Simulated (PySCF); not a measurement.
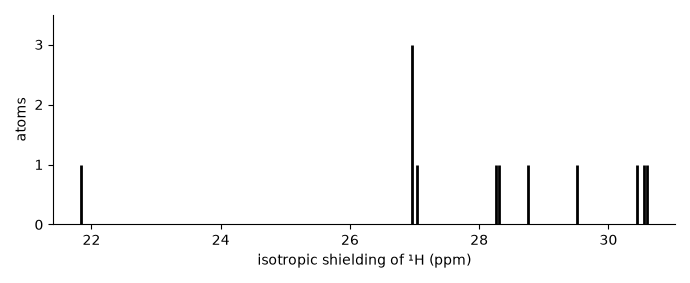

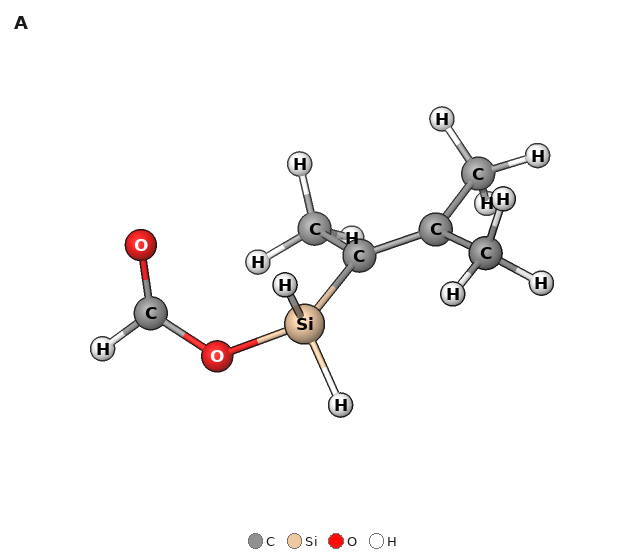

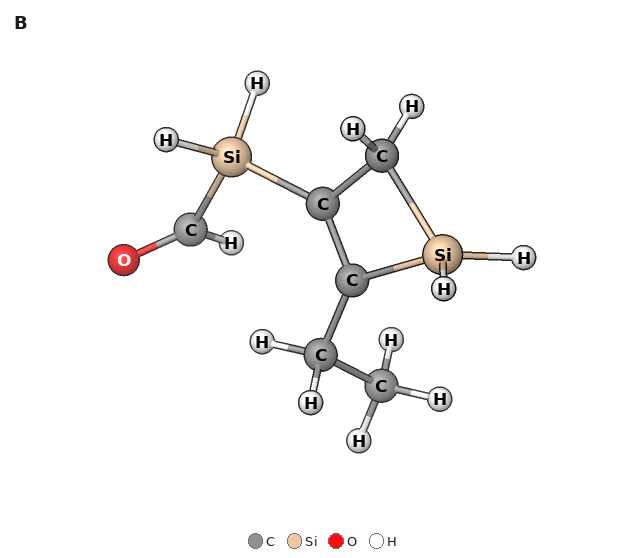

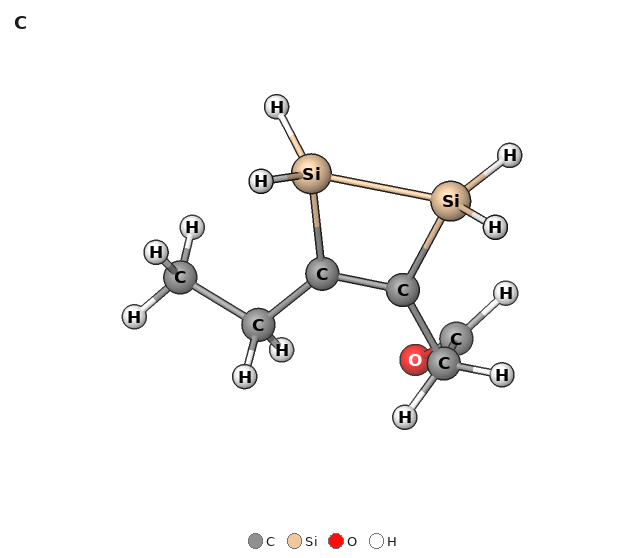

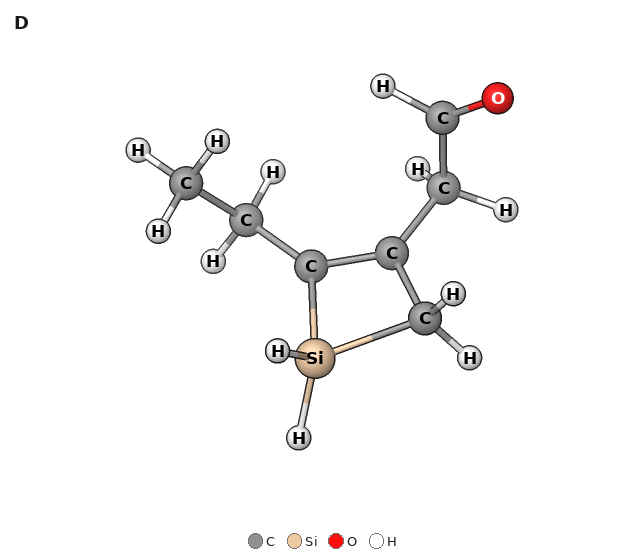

The sticks are computed shieldings of one of the molecules, for one fixed geometry (GFN2-xTB) without averaging over rotations. Low shielding means a high chemical shift. Method: GIAO PBE0/pcSseg-1 NMR shielding, non-relativistic, gas phase (PySCF 2.14.0).

Question: Which molecule gives this pattern?

Answer: C, `CCC1=C(CC=O)[SiH2][SiH2]1`. Its 12 H atoms give lines at 21.85, 26.95 (3 atoms), 27.03, 28.26, 28.31, 28.75, 29.52, 30.45, 30.55, 30.60 ppm.

The geometry is semi-empirical. Around Si such bond lengths and angles can be off by a tenth of an ångström or more and by several degrees, and values that hang on the shape move with them.
